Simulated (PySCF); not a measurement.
## Electronic structure of C10H16 (beta-pinene) in real space

```xyz
26

C     1.9619   -1.4477   -2.1414
C     1.3615   -0.8869   -1.0874
C     1.8325   -1.0845    0.3388
C     0.7191   -0.8807    1.3869
C    -0.4072   -0.0131    0.8311
C     0.1872    1.0719   -0.0923
C     0.1573    0.0006   -1.2080
C    -1.0392   -0.6607   -0.4387
C    -1.1833   -2.1712   -0.5079
C    -2.3736   -0.0197   -0.8038
H     1.6190   -1.2460   -3.1600
H     2.8164   -2.1204   -2.0226
H     2.6262   -0.3402    0.5211
H     2.3187   -2.0653    0.4515
H     1.1427   -0.4043    2.2855
H     0.3080   -1.8472    1.7193
H    -1.1043    0.2991    1.6263
H     1.1640    1.5008    0.1789
H    -0.5100    1.8960   -0.2879
H    -0.0228    0.3111   -2.2492
H    -1.5083   -2.4749   -1.5160
H    -0.2475   -2.7068   -0.3005
H    -1.9452   -2.5213    0.2076
H    -2.6784   -0.3154   -1.8205
H    -2.3465    1.0785   -0.7701
H    -3.1611   -0.3540   -0.1090
```

Geometry: PBE0-D3(BJ)/def2-SVP.

All numbers below come from PySCF, PBE0/pcSseg-1, SCF density, gas phase, non-relativistic.

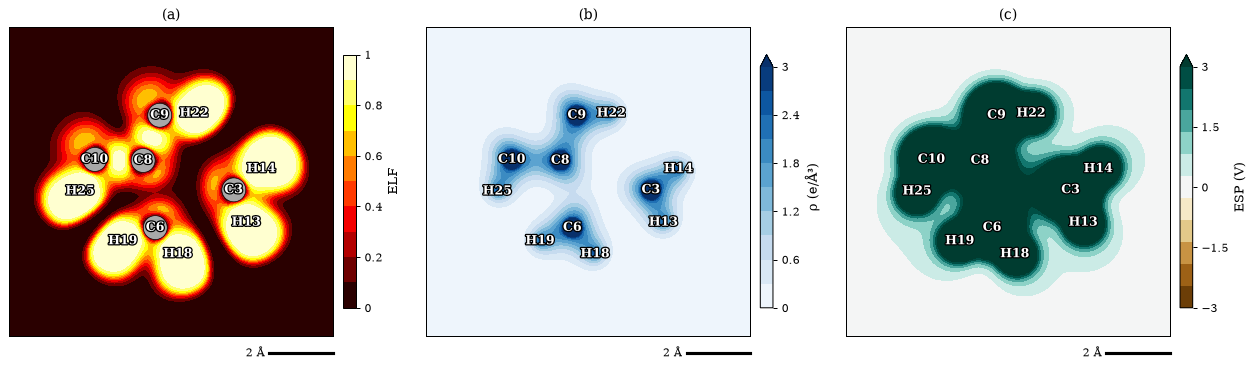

Figure 1. (a) ELF; (b) total electron density; (c) electrostatic potential on the plane of atoms C9, C8 and C10. Grey discs cover the atomic cores in the ELF map.

What do the fields say about this system?

- The section cuts through C and H sites.
- C–H (1.10 Å): the density is about 1.9 e/Å³ at the midpoint; the ELF climbs to about 1 towards the hydrogen, as it does in any bond to H; a covalent bond by its length.
- C–C (1.52 Å): ρ is about 1.7 e/Å³ halfway; the ELF peaks at about 0.95 between the atoms, as expected for a covalent bond.
- The potential has no marked negative region in this plane.

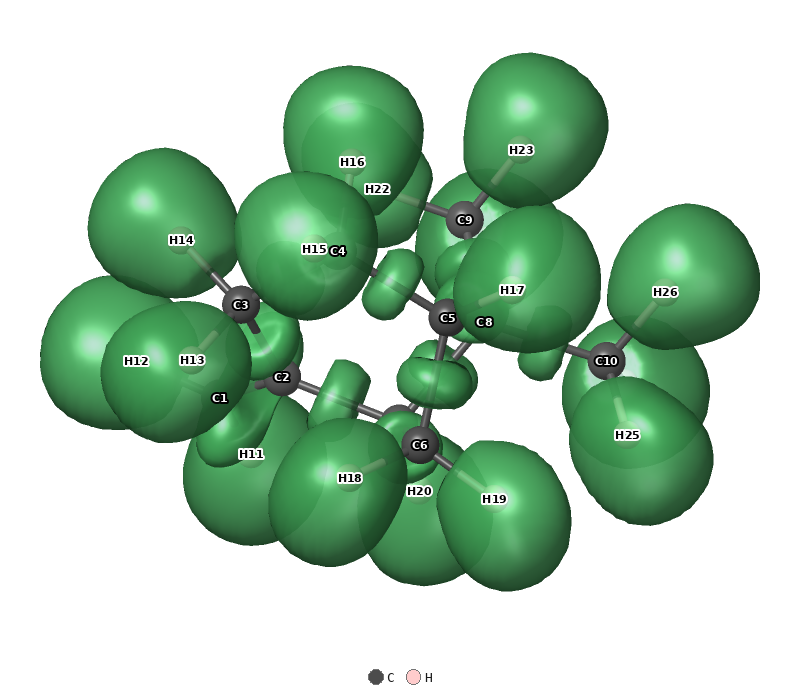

Figure 2. Isosurface of the electron localisation function at 0.8 (green), seen from one side. Only the valence region is drawn (cores and ρ < 0.01 e/Å³ removed).

Where are the electrons localised?

The ELF exceeds this value in eleven regions between bonded C–C atoms (shared pairs) and 16 regions around hydrogen nuclei. Along the contacts the grid gives the following. C–C (1.34 Å): the ELF peaks at about 0.90 between the atoms: a multiple bond. C–H (1.09 Å): the ELF climbs to about 1 towards the hydrogen (an ordinary covalent bond to hydrogen).

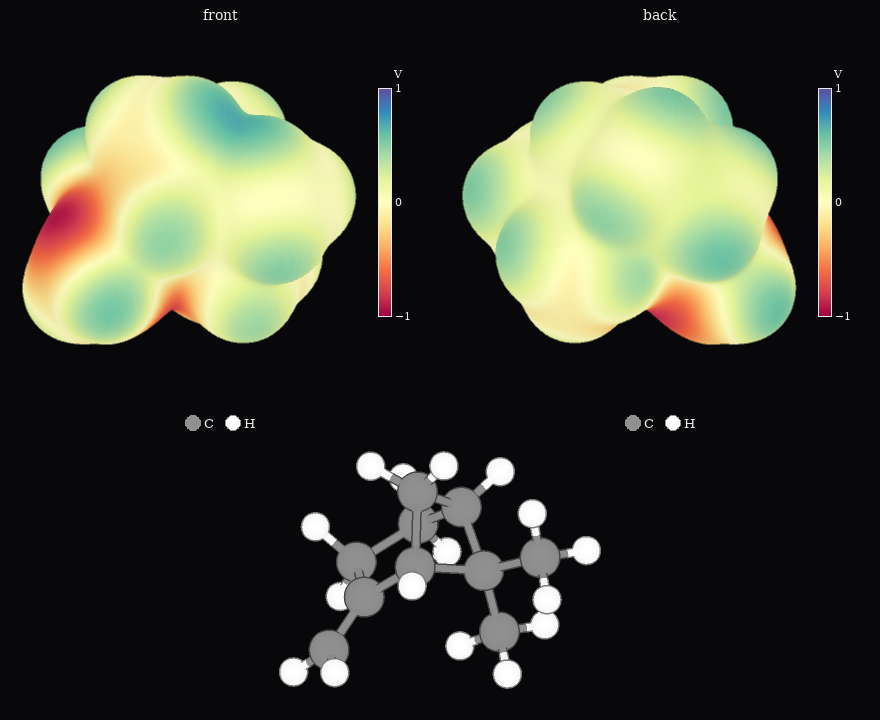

Figure 3. The molecular electrostatic potential painted on the density surface at 0.002 e/bohr³, seen from the front and from behind; the colour scale runs from red (negative) to blue (positive). The bare structure is drawn below in the same view.

Which sites attract a positive test charge, and which a negative one?

A positive charge is drawn to the negative regions and a negative charge to the positive ones. The most negative region (about −0.9 V, or −21 kcal/mol for a unit charge) lies over the π face of C1 and C2, the most positive (about +0.6 V, or +14 kcal/mol for a unit charge) over H19 and H25.

What dipole moment does the calculation give?

Its dipole moment is 0.67 D.
